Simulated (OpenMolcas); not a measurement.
GaF: excited-state calculation (part 4 of 4)

The same run, continued: GaF, SMILES [F][Ga]; CASPT2/ANO-RCC-VTZP, DKH2 (OpenMolcas 26.06). The geometry comes from this level: GFN2-xTB.

Geometry of the input (Å):
```
F  0.0000  0.0000  0.0000
Ga 0.0000  0.0000  1.7992
```

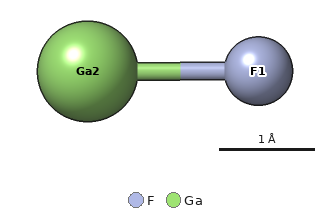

**Figure 1.** The structure as given in the input (ball-and-stick view, seen on its broad side; atoms are numbered from 1 in the order of the input). Sticks mark near contacts.

**What the program printed, continued**
```
        MATRIX ELEMENTS WILL BE COMPUTED FOR THE FOLLOWING ONE-ELECTRON OPERATORS, UNLESS ZERO BY SYMMETRY.
   (Herm=Hermitian, Anti=Antihermitian, Sing=Singlet operator, Trip=Triplet operator)
     MLTPL  0   1 (HERMSING)     MLTPL  1   1 (HERMSING)     MLTPL  1   2 (HERMSING)
     MLTPL  1   3 (HERMSING)     MLTPL  2   1 (HERMSING)     MLTPL  2   2 (HERMSING)
     MLTPL  2   3 (HERMSING)     MLTPL  2   4 (HERMSING)     MLTPL  2   5 (HERMSING)
     MLTPL  2   6 (HERMSING)     VELOCITY   1 (ANTISING)     VELOCITY   2 (ANTISING)
     VELOCITY   3 (ANTISING)     ANGMOM     1 (ANTISING)     ANGMOM     2 (ANTISING)
     ANGMOM     3 (ANTISING)     MLTPV  2   1 (ANTISING)     MLTPV  2   2 (ANTISING)
     MLTPV  2   3 (ANTISING)     MLTPV  2   4 (ANTISING)     MLTPV  2   5 (ANTISING)
     MLTPV  2   6 (ANTISING)

       EIGENSTATES OF A SPIN-FREE HAMILTONIAN WILL BE COMPUTED BASED ON:

  a Hamiltonian matrix assumed to be diagonal with energies read from the wavefunction file(s).

  Nr of states:                    3

   State:        1   2   3
  JobIph:        1   1   1
 Root nr:        1   2   3

  HAMILTONIAN MATRIX FOR THE ORIGINAL STATES:

  Diagonal, with energies
  -2042.54514006  -2042.24523279  -2041.95691925

      OVERLAP MATRIX FOR THE ORIGINAL STATES:

  Diagonal, with elements
      1.00000000      1.00000000      1.00000000

::    RASSI State    1     Total energy:   -2042.54514005660030
::    RASSI State    2     Total energy:   -2042.24523279044297
::    RASSI State    3     Total energy:   -2041.95691925467554

      ****************************************************************************************************
      *                                         Spin-free section                                        *
      *                 Note: index according to input order, order according to energy.                 *
      ****************************************************************************************************

  SPIN-FREE ENERGIES:
  (Shifted by EMIN (a.u.) =      -2042.5451400566)

 SF State       Relative EMIN(au)   Rel lowest level(eV)    D:o, cm**(-1)      Abs_M

     1             0.0000000000        0.0000000000              0.0000         0.0
     2             0.2999072662        8.1608924574          65822.0367         0.0
     3             0.5882208019       16.0063034391         129099.5437         0.0

++ Dipole transition strengths (spin-free states):
   -----------------------------------------------
     for osc. strength at least  1.00000000E-05

      From   To        Osc. strength     Einstein coefficients Ax, Ay, Az (sec-1)    Total A (sec-1)
     -----------------------------------------------------------------------------------------------
         1    2       6.63360868E-01  9.54132550E-11  1.60778601E-11  1.91705559E+09  1.91705559E+09
         1    3       6.55403615E-04  1.72631212E-14  8.56586292E-16  7.28618969E+06  7.28618969E+06
         2    3       7.72167975E-01  1.00813294E-10  1.70129510E-11  2.06230423E+09  2.06230423E+09
     -----------------------------------------------------------------------------------------------
--

++ Velocity transition strengths (spin-free states):
   -------------------------------------------------
     for osc. strength at least  1.00000000E-05

      From   To        Osc. strength     Einstein coefficients Ax, Ay, Az (sec-1)    Total A (sec-1)
     -----------------------------------------------------------------------------------------------
         1    2       7.97020170E-01  5.07740280E-11  8.57396767E-12  2.30331943E+09  2.30331943E+09
         1    3       4.35052913E-04  1.06615701E-13  1.80036844E-14  4.83652817E+06  4.83652817E+06
         2    3       6.78672295E-01  3.99565990E-11  6.74728008E-12  1.81259621E+09  1.81259621E+09
     -----------------------------------------------------------------------------------------------
--

++ Length and velocity gauge comparison (spin-free states):
   --------------------------------------------------------

 --------------------------------------------------
 A comparison between the dipole oscillator strengths in
 length and velocity gauge will be performed

     All dipole oscillator differences above the tolerance of   1.00000000E-01  will be printed

 Due to basis set deficiency these oscillator may be problematic

 The tolerance is defined as ABS(1-O_l/O_v)
 O_l : dipole oscillator strength in length gauge
 O_p : dipole oscillator strength in velocity gauge
 --------------------------------------------------

  Problematic transitions have been found

      From   To       Difference (%) Osc. st. (len.) Osc. st. (vel.)
     ---------------------------------------------------------------
         1    2            16.769877  6.63360868E-01  7.97020170E-01
         1    3            50.649173  6.55403615E-04  4.35052913E-04
         2    3            13.776263  7.72167975E-01  6.78672295E-01
     ---------------------------------------------------------------

 Number of problematic transitions =                     3

--

 Electric-dipole - electric-octupole not included
 Electric-dipole - magnetic-quadrupole not included

      ****************************************************************************************************
      *                                    Special properties section                                    *
      ****************************************************************************************************

--- Stop Module: rassi /rc=_RC_ALL_IS_WELL_ ---

.##################.
.# Happy landing! #.
.##################.

    Timing: Wall=9.59 User=8.44 System=1.14
```

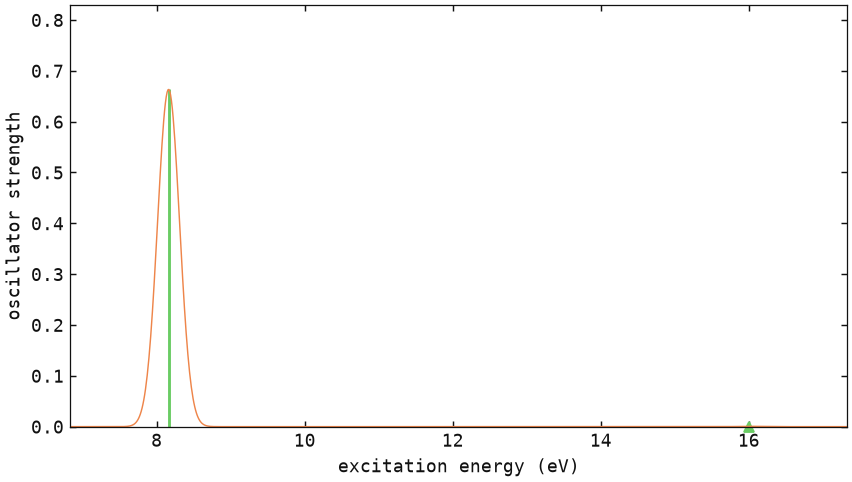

**Figure 2.** Computed excitations as sticks (degenerate states added up, dark ones marked on the axis), with a Gaussian envelope of 0.35 eV full width at half maximum, scaled to the tallest. Of the 2 states the lowest lies at 8.16 eV (f = 0.663); the strongest line is at 8.16 eV, or 152 nm (f = 0.663).
